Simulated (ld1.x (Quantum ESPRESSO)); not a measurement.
# Co, RRKJ: a sweep of the radius of the local potential, part 2 of 2

One potential is built and tested. Then the radius of the local potential is changed, to learn what it costs or gains.

ld1.x (Quantum ESPRESSO) 7.5; first potential PBE, scalar-relativistic. The steps go on from the part before.

### 4 Does it scatter like the atom?

Taken from the files of the generation run. The phase is arctan(r·u′/u) with u = r·R, unwrapped, with energies in Ry. A pole is an energy at which the radial function vanishes at the test radius. The pseudo phase is shifted by a multiple of π to meet the all-electron one at the reference energy. Levels narrower than the energy grid can be missing from the poles. The last column is the largest difference on the grid between −1 and +1 Ry.

| channel | radius (bohr) | reference (Ry) | poles AE | poles PS | window around the reference with phases within 0.05 rad (Ry) | largest difference near zero (rad) |
| --- | --- | --- | --- | --- | --- | --- |
| s | 2.71 | -0.66 | 0.76 | 0.62, 2.95 | below 1.0 | 0.036 |
| p | 2.71 | -0.31 | 1.72 | 1.59 | below 2.5 | 0.010 |
| d | 2.71 | -0.91 | -0.83, 3.43 | -0.83, 3.96 | below 0.5 | 0.131 |

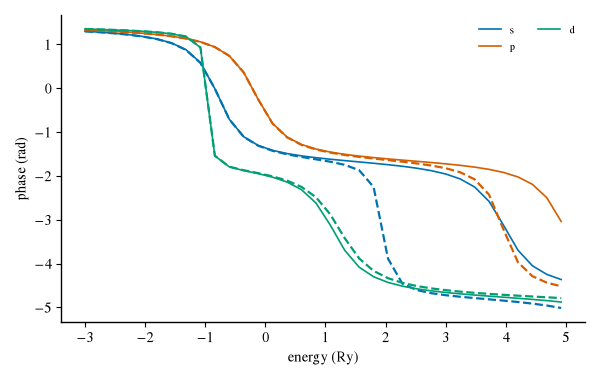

Phases by channel: all-electron solid, pseudo dashed.

### 5 Plane-wave convergence, by spherical Bessel functions

This step uses the generator's waves and projectors in a separate script. Basis: spherical Bessel functions vanishing at 20 bohr, q² up to the cutoff; potential fixed at the reference.

All-electron valence levels (Ry): 4s -0.6607, 4p -0.3091, 3d -0.9107. The lowest levels of each channel (Ry) by cutoff; the last column sums, over occupied levels, occupation times the distance from the level at 400 Ry. A positive value at high cutoff is not a bound level.

| cutoff (Ry) | s #1 | p #1 | d #1 | f #1 | Σ f·Δε (mRy) |
| --- | --- | --- | --- | --- | --- |
| 8 | -0.6355 | -0.3046 | -0.0531 | 0.0345 | 6041.5 |
| 21 | -0.6576 | -0.3090 | -0.0560 | 0.0345 | 5987.6 |
| 40 | -0.6607 | -0.3091 | -0.0861 | 0.0345 | 5772.5 |
| 70 | -0.6607 | -0.3091 | -0.7906 | 0.0345 | 841.0 |
| 110 | -0.6607 | -0.3091 | -0.9102 | 0.0345 | 3.9 |
| 160 | -0.6607 | -0.3091 | -0.9107 | 0.0345 | 0.3 |
| 200 | -0.6607 | -0.3091 | -0.9107 | 0.0345 | 0.1 |
| 400 | -0.6607 | -0.3091 | -0.9107 | 0.0345 | 0.0 |

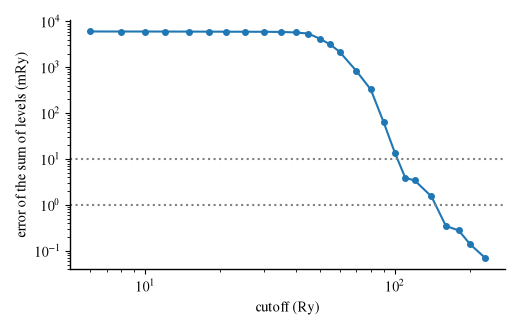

Occupation-weighted error of the valence levels against the cutoff; the dotted lines mark 10 and 1 mRy.

The sum stays within 10 mRy from 110 Ry and within 1 mRy from 160 Ry. The sum leaves out empty levels, which can need more. Ghost test: no level below the all-electron spectrum of its channel (s, p, d, f tested).

### 6 Now with radius of the local potential (bohr) = 2.18

The input, Co.in:

```
 &input
   title='Co', zed=27., rel=1, dft='PBE', iswitch=3,
   config='[Ar] 3d7 4s1.5 4p0',
   nld=3, rlderiv=2.70, eminld=-3.0, emaxld=5.0, deld=0.02
 /
 &inputp
   pseudotype=2, tm=.false., rho0=0.02, lloc=-2, rcloc=2.18,
   nlcc=.true., rcore=1.00,
   file_pseudopw='Co.UPF', file_wfcaegen='ae.wfc', file_wfcncgen='nc.wfc', file_beta='beta', file_chi='chi'
 /
3
4S  1  0   1.50   0.00  2.50  2.50  0.0
4P  2  1   0.00   0.00  2.45  2.45  0.0
3D  3  2   7.00   0.00  1.30  1.30  0.0
 &test
   configts(1)='3d7 4s1.5 4p0'
 /
```

Run with:

```
ld1.x < Co.in > Co.out
```

What the program wrote to Co.out (without the banner and most projector matrices):

```text
     Program LD1 v.7.5
     [... all-electron run as in step 2 ...]


     --------------------- Generating NC pseudopotential ---------------------

      Generating local potential from pseudized AE potential:
      Matching radius rcloc =   2.1800
      Enforcing V''(0)=0 (lloc=-2)

      Local pseudo, rcloc= 2.180 Estimated cut-off energy=     6.64 Ry

      Computing core charge for nlcc:

       r > 1.00 : true rho core
       r < 1.00 : rho core = a sin(br)/r    a=  11.72  b=   2.54

      Integrated core pseudo-charge :   6.74

      Wfc   4S  rcut= 2.470  Estimated cut-off energy=        7.48 Ry
      Using 4 Bessel functions for this wfc, rho(0) = 0.020
      This function has    0 nodes for 0 < r <    2.470

      Wfc   4P  rcut= 2.470  Estimated cut-off energy=       28.12 Ry
      This function has    0 nodes for 0 < r <    2.470

      Wfc   3D  rcut= 1.289  Estimated cut-off energy=      140.67 Ry
      This function has    0 nodes for 0 < r <    1.289

     ------------------- End of pseudopotential generation -------------------

     [... all-electron run as in step 2 ...]


     Computing logarithmic derivative in   2.71267
     Computing logarithmic derivative in   2.71267
     Computing the partial wave expansion
     R is outside the sphere for l=    0 j= 0.00
     R is outside the sphere for l=    1 j= 0.00
     R is outside the sphere for l=    2 j= 0.00

     ---------------------- Testing the pseudopotential ----------------------

     Co
     scalar relativistic calculation

     atomic number is 27.00   valence charge is  9.00
     dft =PBE   lsd =0 sic =0 latt =0  beta=0.20 tr2=1.0E-14
     mesh =1193 r(mesh) =  99.89935 xmin = -7.00 dx = 0.01250

     n l     nl             e AE (Ry)        e PS (Ry)    De AE-PS (Ry)
     3 2     3D   1( 7.00)       -0.91071       -0.91072        0.00000
     1 0     4S   1( 1.50)       -0.66067       -0.66067        0.00000
     2 1     4P   1( 0.00)       -0.30907       -0.30907        0.00000

     eps = 4.5E-17  iter =  4

     Etot =   -2786.030079 Ry,   -1393.015039 Ha,  -37905.870282 eV
     Etotps =   -67.866959 Ry,     -33.933480 Ha,    -923.377019 eV

     Ekin =      87.476667 Ry,      43.738334 Ha,    1190.180688 eV
     Encl =    -108.013961 Ry,     -54.006980 Ha,   -1469.604800 eV
     Ehrt =      51.423089 Ry,      25.711545 Ha,     699.646769 eV
     Ecxc =     -24.845273 Ry,     -12.422636 Ha,    -338.037156 eV
     (Ecc =     -10.572281 Ry,      -5.286140 Ha,    -143.843208 eV)
     Epseu=     -73.907482 Ry,     -36.953741 Ha,   -1005.562519 eV

     ---------------------- End of pseudopotential test ----------------------
```

Run time: 1.3 s. Hardware: 1 thread, shared host. This counts the later configuration tests of the new file too.

The test run was repeated on this file; only its results are given.

Energies count from the reference configuration 3d7 4s1.5 4p0; the error is all-electron less pseudo.

```tsv
valence configuration	charge	ΔE all-electron (eV)	error AE − PS (meV)
3d7 4s2 4p0	0	-3.602	+0.3
3d7 4s1 4p0	+1	5.428	-1.1
3d7 4s0 4p0	+2	22.213	-20
3d7.5 4s1.5 4p0	0	-4.563	-31
3d7 4s0 4p1	+1	10.796	-7.2
3d8 4s0 4p0	+1	2.869	-195
3d8 4s1 4p0	0	-4.805	-127
```

Against the first potential, the loose cutoff stays at 110 Ry, the largest test error goes from -170 to -195 meV, there is no bound ghost and the phase difference near zero goes from 0.13 to 0.18 rad.

### 7 Now with radius of the local potential (bohr) = 2.46

Co.in: that of step 6 with these lines changed.

```diff
@@ -6,3 +6,3 @@
  &inputp
-   pseudotype=2, tm=.false., rho0=0.02, lloc=-2, rcloc=2.18,
+   pseudotype=2, tm=.false., rho0=0.02, lloc=-2, rcloc=2.46,
    nlcc=.true., rcore=1.00,
```

Run with:

```
ld1.x < Co.in > Co.out
```

Output in Co.out (without the banner and most projector matrices):

```text
     Program LD1 v.7.5
     [... all-electron run as in step 2 ...]


     --------------------- Generating NC pseudopotential ---------------------

      Generating local potential from pseudized AE potential:
      Matching radius rcloc =   2.4600
      Enforcing V''(0)=0 (lloc=-2)

      Local pseudo, rcloc= 2.470 Estimated cut-off energy=     5.01 Ry

      Computing core charge for nlcc:

       r > 1.00 : true rho core
       r < 1.00 : rho core = a sin(br)/r    a=  11.72  b=   2.54

      Integrated core pseudo-charge :   6.74

      Wfc   4S  rcut= 2.470  Estimated cut-off energy=        7.48 Ry
      Using 4 Bessel functions for this wfc, rho(0) = 0.020
      This function has    0 nodes for 0 < r <    2.470

      Wfc   4P  rcut= 2.470  Estimated cut-off energy=       28.12 Ry
      This function has    0 nodes for 0 < r <    2.470

      Wfc   3D  rcut= 1.289  Estimated cut-off energy=      140.67 Ry
      This function has    0 nodes for 0 < r <    1.289

     ------------------- End of pseudopotential generation -------------------

     [... all-electron run as in step 2 ...]


     Computing logarithmic derivative in   2.71267
     Computing logarithmic derivative in   2.71267
     Computing the partial wave expansion
     R is outside the sphere for l=    0 j= 0.00
     R is outside the sphere for l=    1 j= 0.00
     R is outside the sphere for l=    2 j= 0.00

     ---------------------- Testing the pseudopotential ----------------------

     Co
     scalar relativistic calculation

     atomic number is 27.00   valence charge is  9.00
     dft =PBE   lsd =0 sic =0 latt =0  beta=0.20 tr2=1.0E-14
     mesh =1193 r(mesh) =  99.89935 xmin = -7.00 dx = 0.01250

     n l     nl             e AE (Ry)        e PS (Ry)    De AE-PS (Ry)
     3 2     3D   1( 7.00)       -0.91071       -0.91071        0.00000
     1 0     4S   1( 1.50)       -0.66067       -0.66067        0.00000
     2 1     4P   1( 0.00)       -0.30907       -0.30907        0.00000

     eps = 6.9E-17  iter =  4

     Etot =   -2786.030079 Ry,   -1393.015039 Ha,  -37905.870282 eV
     Etotps =   -67.866971 Ry,     -33.933485 Ha,    -923.377177 eV

     Ekin =      87.476695 Ry,      43.738348 Ha,    1190.181069 eV
     Encl =    -104.059781 Ry,     -52.029891 Ha,   -1415.805450 eV
     Ehrt =      51.423103 Ry,      25.711551 Ha,     699.646954 eV
     Ecxc =     -24.845276 Ry,     -12.422638 Ha,    -338.037202 eV
     (Ecc =     -10.572281 Ry,      -5.286140 Ha,    -143.843208 eV)
     Epseu=     -77.861711 Ry,     -38.930856 Ha,   -1059.362547 eV

     ---------------------- End of pseudopotential test ----------------------
```

Wall time 1.1 s (1 thread, shared host). (Generation and the later configuration tests together.)

The test run was repeated on this file; only its results are given.

The tests as a table, with energies relative to 3d7 4s1.5 4p0. A star marks tests that logged a warning.

| valence configuration | charge | ΔE all-electron (eV) | error AE − PS (meV) |
| --- | --- | --- | --- |
| 3d7 4s2 4p0 | 0 | -3.602 | 0.0 |
| 3d7 4s1 4p0 | +1 | 5.428 | -1.4 |
| 3d7 4s0 4p0 * | +2 | 22.213 | -22 |
| 3d7.5 4s1.5 4p0 | 0 | -4.563 | -42 |
| 3d7 4s0 4p1 | +1 | 10.796 | -8.1 |
| 3d8 4s0 4p0 | +1 | 2.869 | -230 |
| 3d8 4s1 4p0 | 0 | -4.805 | -162 |

Against the first potential, the loose cutoff stays at 110 Ry, the largest test error goes from -170 to -230 meV, there is no bound ghost and the phase difference near zero goes from 0.13 to 0.24 rad.

### 8 Results

The summary covers parts 1 to 2.

Cutoffs, loose and tight: the cutoffs (Ry, on a coarse ladder) from which the occupation-weighted sum of valence levels, in a spherical-Bessel basis at the reference potential, stays within 10 and 1 mRy of its value at 400 Ry; empty and scattering waves don't count. The number of plane waves in a given cell goes as the cutoff to the power 3/2; it is given for the loose cutoff, relative to the first potential. Test errors are all-electron less pseudo. The phase difference is the largest within 1 Ry of zero, over the channels with partial waves.

| radius of the local potential (bohr) | outcome | cutoff, loose | cutoff, tight | plane waves, relative | bound ghosts | largest test error (meV) | phase difference near zero (rad) |
| --- | --- | --- | --- | --- | --- | --- | --- |
| 1.96 (first) | generated | 110 Ry | 160 Ry | 1.00 | none | -170 | 0.131 |
| 2.18 | generated | 110 Ry | 160 Ry | 1.00 | none | -195 | 0.176 |
| 2.46 | generated | 110 Ry | 160 Ry | 1.00 | none | -230 | 0.241 |

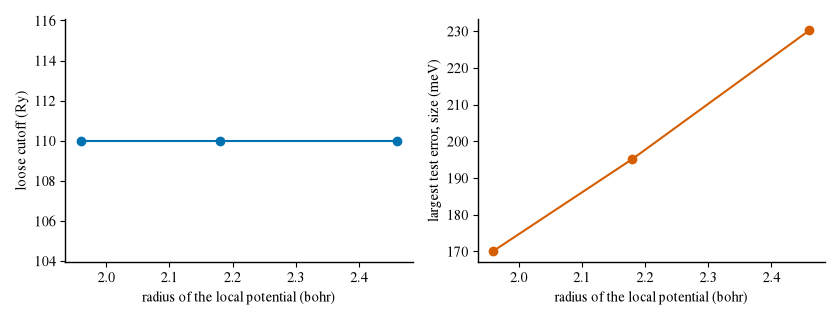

The series at a glance.

**Reading.** The loose cutoff is 110 Ry at 1.96, 110 Ry at 2.18 and 110 Ry at 2.46. The largest test error is 170 meV at 1.96, 195 meV at 2.18 and 230 meV at 2.46.

The first potential by itself. The worst unpolarised test, 3d8 4s0 4p0, is off by 170 meV on 2.9 eV; by total energies transferability rates as poor. By its cutoff, 110 Ry for the looser tolerance, it is hard. The slowest occupied level is 3d: taken alone it needs 110 Ry to come within 1 mRy, against 25 Ry for 4s. No bound ghost shows below the valence levels.
